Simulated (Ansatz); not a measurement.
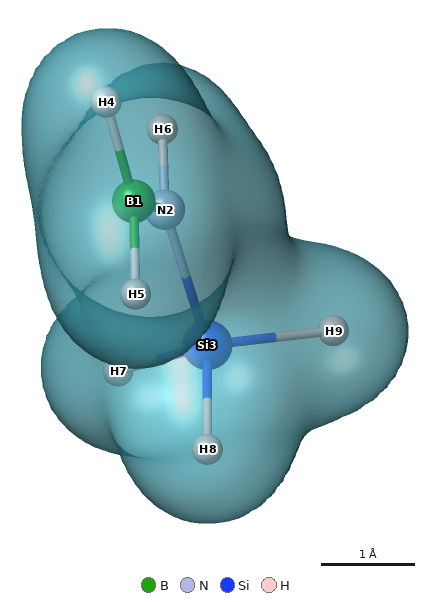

*BH₆NSi. Isosurface of the electron density at 0.1 e/Å³ (cyan), seen at an oblique angle.*

Computed with Ansatz, RKS PBE-D4/6-31G*.

```yaml
atoms:
  - { symbol: B, position_ang: [-0.5281, 0.6201, -1.1455] }
  - { symbol: N, position_ang: [-1.1637, 0.7271, 0.1111] }
  - { symbol: Si, position_ang: [-1.4388, 2.2139, 1.0318] }
  - { symbol: H, position_ang: [-0.4160, -0.4674, -1.6580] }
  - { symbol: H, position_ang: [-0.1166, 1.6234, -1.6765] }
  - { symbol: H, position_ang: [-1.5027, -0.1427, 0.5327] }
  - { symbol: H, position_ang: [-2.9072, 2.4470, 1.2448] }
  - { symbol: H, position_ang: [-0.8459, 3.3397, 0.2494] }
  - { symbol: H, position_ang: [-0.7967, 2.1257, 2.3869] }
```

Question: How is the density connected at this value?

Answer: At this value the surface is in one piece. It bridges the shortest B–N (1.41 Å), Si–N (1.77 Å), N–H (1.02 Å) and B–H (1.21 Å) contacts, where the density stays above the isovalue. On the grid the lowest density along these lines, outside the cores, is 1.4 e/Å³ (B–N, 1.41 Å), 0.81 e/Å³ (Si–N, 1.77 Å), 2.1 e/Å³ (N–H, 1.02 Å) and 1.2 e/Å³ (B–H, 1.21 Å).
